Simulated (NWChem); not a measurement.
**SVWN5/cc-pVDZ run of CH3Cl (SMILES CCl)**

Aim: the electronic atomisation energy of CH3Cl at SVWN5/cc-pVDZ, from 4 runs. 

The results are computed with NWChem 7.3.0.

8 further runs of the same task are left out: 1 that didn't finish, 7 set aside as unsound or not needed.

### 1 The system as given

CH3Cl: 5 atoms, total charge 0, spin state singlet. SMILES: `CCl`. The shape is that of a PBE0-D4/def2-TZVP optimisation.

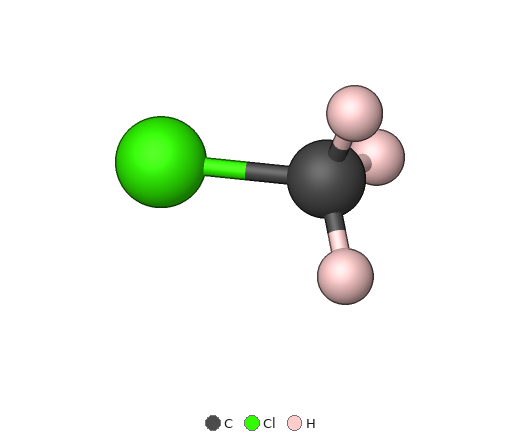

Viewed from a chosen angle; carbon dark grey, chlorine green, hydrogen pink.

### 2 A single-point energy at SVWN5/cc-pVDZ (run 1)

The input, ch3cl.nw:

```
echo
start ch3cl
title "CH3Cl energy"
memory stack 880 mb heap 220 mb global 1100 mb

geometry units angstrom noautosym nocenter noautoz
 C       -0.120900       0.010000       0.051300
 Cl       1.469400      -0.290800      -0.672500
 H       -0.284800      -0.715400       0.844700
 H       -0.880000      -0.097100      -0.720100
 H       -0.133800       1.019700       0.455100
end

basis "ao basis" spherical bse
 C library cc-pVDZ
 Cl library cc-pVDZ
 H library cc-pVDZ
end

dft
 xc slater vwn_5
 grid lebedev 99 14
 convergence energy 1e-08
 iterations 100
 mulliken
 noprint "final vectors analysis"
end

task dft energy
```

Command:

```sh
$ nwchem ch3cl.nw > ch3cl.out
```

The log of the run:

```text
[...]
          Wavefunction type:  closed shell.
          No. of atoms     :     5
          No. of electrons :    26
[...]
          Charge           :     0
          Spin multiplicity:     1
[...]
          AO basis - number of functions:    47
[...]
              XC Information
              --------------
                        Slater Exchange Functional  1.000 local
                      VWN V Correlation Functional  1.000 local
[...]
 d= 0,ls=0.0,diis     1   -498.2008012014 -5.50D+02  1.39D-02  4.12D-01     0.8
[...]
 d= 0,ls=0.0,diis     8   -498.2299773687  3.18D-10  2.27D-06  2.51D-08     4.2
         Total DFT energy =     -498.229977368719
      One electron energy =     -790.698850275041
           Coulomb energy =      273.813870516701
    Exchange-Corr. energy =      -32.883288497109
 Nuclear repulsion energy =       51.538290886730
[...]
      Total Density - Mulliken Population Analysis
     ---------------------------------------------
    Atom       Charge   Shell Charges
 -----------   ------   -------------------------------------------------------
    1 C    6     6.22   2.02  0.66  0.48  2.11  0.90  0.05
    2 Cl  17    17.13   2.00  2.04  0.96  0.93  6.01  3.06  2.10  0.04
    3 H    1     0.88   0.71  0.15  0.03
    4 H    1     0.88   0.71  0.15  0.03
    5 H    1     0.88   0.71  0.15  0.03
[...]
```

It took 4.8 s on 1 thread of Intel Xeon 6975P-C (Granite Rapids), shared host; peak memory 0.11 GiB.

### 3 The C atom, same level (run 2)

The input, c.nw:

```
start c
memory 2200 mb
geometry units angstroms noautosym nocenter noautoz
C     0.000000    0.000000    0.000000
end
basis spherical bse
* library cc-pVDZ
end
dft
xc slater vwn_5
mult 3
grid lebedev 99 14
convergence energy 1e-08
maxiter 100
mulliken
print low
end
task dft energy
```

Run the same way, it converges to -37.45778 Eh (log not shown).

Run 3 isn't shown in full; the table further down has it.

### 4 The H atom at the same level (run 4)

The input, h.nw:

```
start h
memory total 2200 mb
geometry units angstroms noautosym nocenter noautoz
   H     0.000000    0.000000    0.000000
end
basis "ao basis" spherical bse
   H library cc-pVDZ
end
dft
   xc slater vwn_5
   mult 2
   grid lebedev 99 14
   convergence energy 1e-08
   maxiter 100
   mulliken
   print low
end
task dft energy
```

Run the same way, it converges to -0.47747 Eh (log not shown).

### 5 All runs side by side

```
run           level  partner  energy (Eh)  wall time
  1   SVWN5/cc-pVDZ     base  -498.229977      4.8 s
  2  USVWN5/cc-pVDZ    atoms   -37.457783     0.89 s
  3  USVWN5/cc-pVDZ    atoms  -458.638416      1.9 s
  4  USVWN5/cc-pVDZ    atoms    -0.477467     0.67 s
```

### 6 Summary of results

At SVWN5/cc-pVDZ:

| quantity | value |
| --- | --- |
| H atom: total energy | -0.47747 Eh |
| H atom: ⟨S²⟩ | 0.750 |
| electronic atomisation energy | 19.085 eV |

In words: Taking the molecule apart into free atoms costs 19.09 eV (1841 kJ/mol), before zero-point energy and without spin-orbit coupling. All runs together took 8.2 s, the longest 4.8 s.
